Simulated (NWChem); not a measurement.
# One shape, several levels: SiH3Cl (chlorosilane)

We compute a comparison of 6 runs (BLYP/aug-cc-pVDZ, PBE/aug-cc-pVDZ, SVWN5/aug-cc-pVDZ, TPSS/aug-cc-pVDZ, MP2/aug-cc-pVDZ, CCSD(T)/aug-cc-pVDZ) of SiH3Cl (chlorosilane). 

The calculation is run with NWChem 7.3.0.

### 1 The molecule

The species is SiH3Cl (5 atoms), meant as a singlet with charge 0. SMILES: `[SiH3]Cl`. The Si1–H5 distance was set to 3.258 Å, away from the relaxed value. At this shape a bond of the SMILES string is far longer than usual.

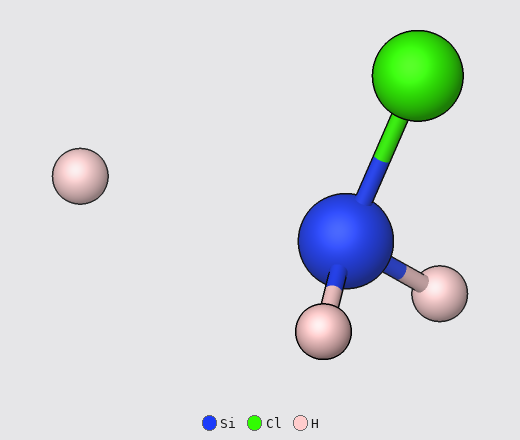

Viewed from a chosen angle; silicon blue, chlorine green, hydrogen pink.

### 2 A single-point energy at BLYP/aug-cc-pVDZ (run 1)

work.nw reads:

```
start work
title "ClH3Si"
memory 2200 mb
charge 0
geometry units angstroms noautosym nocenter noautoz
 Si      -0.017442      -1.753530       0.057658
 Cl       1.932858      -2.285630       0.418458
 H       -0.856342      -2.260430       1.167658
 H       -0.440142      -2.357830      -1.226342
 H       -0.190800       1.495400      -0.104700
end
basis spherical bse
 * library aug-cc-pVDZ
end
dft
 xc becke88 lyp
 grid xfine
 convergence energy 1e-08
 iterations 100
 mulliken
end
task dft energy
```

Launch:

```console
nwchem work.nw > work.out
```

Output:

```text
[...]
          Wavefunction type:  closed shell.
          No. of atoms     :     5
          No. of electrons :    34
[...]
          Charge           :     0
          Spin multiplicity:     1
[...]
          AO basis - number of functions:    81
[...]
              XC Information
              --------------
                    Becke 1988 Exchange Functional  1.000
              Lee-Yang-Parr Correlation Functional  1.000
[...]
 d= 0,ls=0.0,diis     1   -751.2850496130 -8.34D+02  2.44D-02  4.18D-01     4.8
[...]
 d= 0,ls=0.0,diis    18   -751.3704910406 -5.37D-09  4.02D-07  7.67D-10    63.6
         Total DFT energy =     -751.370491040603
      One electron energy =    -1201.099315386482
           Coulomb energy =      417.432408256332
    Exchange-Corr. energy =      -50.084586022021
 Nuclear repulsion energy =       82.381002111568
[...]
      Total Density - Mulliken Population Analysis
     ---------------------------------------------
    Atom       Charge   Shell Charges
 -----------   ------   -------------------------------------------------------
    1 Si  14    14.34   2.00  2.04  0.86  0.73 -0.02  6.02  1.38  1.02  0.02  0.23  0.07
    2 Cl  17    17.22   2.00  2.04  0.97  0.93  0.07  6.01  3.10  2.00  0.07  0.02  0.01
    3 H    1     0.64   0.74 -0.10 -0.00  0.01 -0.01
    4 H    1     0.64   0.74 -0.10 -0.00  0.01 -0.01
    5 H    1     1.15   0.52  0.54  0.10  0.00  0.00
[...]
```

It took 64 s on 1 thread of Intel Xeon Platinum 8375C at 2.90GHz (Ice Lake), shared host; peak memory 0.13 GiB.

### 3 The energy at PBE/aug-cc-pVDZ (run 2)

struct.xyz reads:

```xyz
5

Si    -0.017442    -1.753530     0.057658
Cl     1.932858    -2.285630     0.418458
H     -0.856342    -2.260430     1.167658
H     -0.440142    -2.357830    -1.226342
H     -0.190800     1.495400    -0.104700
```

struct.nw reads:

```
start struct
memory stack 880 mb heap 220 mb global 1100 mb
charge 0
geometry units angstrom noautosym nocenter noautoz
   load format xyz struct.xyz
end
basis spherical bse
   * library aug-cc-pVDZ
end
dft
   xc xpbe96 cpbe96
   mult 1
   grid xfine
   convergence energy 1e-08
   iterations 100
   mulliken
   print medium
end
task dft
```

Launch:

```console
nwchem struct.nw > struct.out
```

Output:

```text
[...]
          Wavefunction type:  closed shell.
          No. of atoms     :     5
          No. of electrons :    34
[...]
          Charge           :     0
          Spin multiplicity:     1
[...]
          AO basis - number of functions:    81
[...]
              XC Information
              --------------
          PerdewBurkeErnzerhof Exchange Functional  1.000
            Perdew 1991 LDA Correlation Functional  1.000 local
           PerdewBurkeErnz. Correlation Functional  1.000 non-local
[...]
 d= 0,ls=0.0,diis     1   -750.9484069048 -8.33D+02  2.44D-02  4.06D-01     5.0
[...]
 d= 0,ls=0.0,diis    19   -751.0358154322 -1.39D-10  5.85D-09  2.00D-13    68.3
         Total DFT energy =     -751.035815432180
      One electron energy =    -1201.204871812184
           Coulomb energy =      417.532645651539
    Exchange-Corr. energy =      -49.744591383104
 Nuclear repulsion energy =       82.381002111568
[...]
      Total Density - Mulliken Population Analysis
     ---------------------------------------------
    Atom       Charge   Shell Charges
 -----------   ------   -------------------------------------------------------
    1 Si  14    14.17   2.00  2.04  0.85  0.70 -0.05  6.02  1.38  0.94  0.02  0.22  0.05
    2 Cl  17    17.25   2.00  2.04  0.96  0.96  0.06  6.01  3.08  2.05  0.06  0.02  0.02
    3 H    1     0.72   0.72 -0.02  0.01  0.01 -0.00
    4 H    1     0.72   0.72 -0.02  0.01  0.01 -0.00
    5 H    1     1.14   0.51  0.54  0.09  0.00  0.00
[...]
```

It took 69 s on 1 thread of Intel Xeon Platinum 8375C at 2.90GHz (Ice Lake), shared host; peak memory 0.13 GiB.

Runs 3 to 5 aren't shown in full; the table further down has their settings and results.

### 4 The energy at CCSD(T)/aug-cc-pVDZ (run 6)

job.nw reads:

```
START job
memory total 2200 mb
charge 0

GEOMETRY units bohr noautosym nocenter noautoz
  Si  -0.03296060  -3.31369145   0.10895783
  Cl   3.65257226  -4.31921472   0.79077101
  H   -1.61825185  -4.27159362   2.20655383
  H   -0.83174784  -4.45565295  -2.31745052
  H   -0.36055974   2.82589645  -0.19785433
END

BASIS spherical bse
  Si library aug-cc-pVDZ
  Cl library aug-cc-pVDZ
  H library aug-cc-pVDZ
END

SCF
  thresh 1e-08
  maxiter 80
  noprint "final vectors analysis"
END

CCSD
  freeze core 10
  maxiter 60
END

TASK ccsd(t) energy
```

Launch:

```console
nwchem job.nw > job.out
```

Output:

```text
[...]
  functions       =    81
[...]
  wavefunction    = RHF
[...]
         Total SCF energy =   -750.029833936138
      One-electron energy =  -1200.416575998587
      Two-electron energy =    368.005745875961
 Nuclear repulsion energy =     82.380996186488
        Time for solution =     31.4s
[...]
 Total MP2 energy:           -750.311576451786436
[...]
             energy      energy      error      ampl     ampl      Block
                                                time     time      time
[...]
 Total CCSD energy:           -750.372528309510017
[...]
 Total CCSD+T(CCSD) energy:           -750.391627407387659
[...]
 Total CCSD(T) energy:                -750.390120319365792
[...]
```

It took 2.4 min on 1 thread of Intel Xeon Platinum 8375C at 2.90GHz (Ice Lake), shared host; peak memory 0.16 GiB.

### 5 All runs side by side

| run | level | integration grid | iteration cap | energy (Eh) | dipole moment (D) | HOMO energy (eV) | LUMO energy (eV) | wall time |
| --- | --- | --- | --- | --- | --- | --- | --- | --- |
| 1 | BLYP/aug-cc-pVDZ | xfine | 100 | -751.370491 | 2.33 | -5.85 | -4.58 | 64 s |
| 2 | PBE/aug-cc-pVDZ | xfine | 100 | -751.035815 | 2.22 | -5.96 | -4.66 | 69 s |
| 3 | SVWN5/aug-cc-pVDZ | xfine | 100 | -748.703698 | 2.01 | – | – | 50 s |
| 4 | TPSS/aug-cc-pVDZ | xfine | 100 | -751.426837 | 2.35 | -6.07 | -4.64 | 54 s |
| 5 | MP2/aug-cc-pVDZ | – | 80 | -750.311576 | – | -8.29 | -1.32 | 38 s |
| 6 | CCSD(T)/aug-cc-pVDZ | – | 80 | -750.390120 | – | – | – | 2.4 min |

### 6 Summary of results

```
                                           quantity          value
                                run 6: total energy  -750.39012 Eh
run 6: correlation energy (10 core orbitals frozen)     -360.3 mEh
                              run 6: (T) correction     -17.59 mEh
```

What this shows: Over runs 1, 2, 3, 4 the dipole moment (its size) runs from 2.01 D (SVWN5/aug-cc-pVDZ) to 2.35 D (TPSS/aug-cc-pVDZ). Over runs 1, 2, 4 the HOMO–LUMO gap runs from 1.26 eV (BLYP/aug-cc-pVDZ) to 1.42 eV (TPSS/aug-cc-pVDZ). Totals of different functionals can't be ranked against each other. In runs 1, 2, 3, 4, 5, 6 a closed-shell determinant meets a far-stretched bond, which it describes badly. All runs together took 7 min, the longest 2.4 min.
